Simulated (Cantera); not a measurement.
Charge: 1 mol SiCl4, 0.45 mol HCl, 240 mol N2, equilibrated at 13.3 mbar.

Cantera equilibrium calculation (NASA polynomials, part measured and part estimated; ideal gas, pure solids and liquids). Candidate condensed phases: NH4Cl, Si, Si3N4; 28 gas species. The tables' values for SiCl3 are old estimates; treat these amounts as uncertain. Kinetics and transport are ignored.

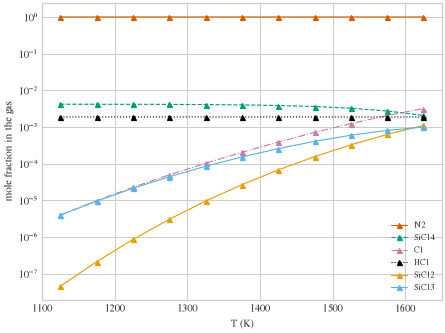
Figure: Equilibrium gas composition (values under 1e-9 drawn at 1e-9)

From 1125 K to 1625 K nothing is condensed. The main Si-bearing gas is SiCl4 throughout.
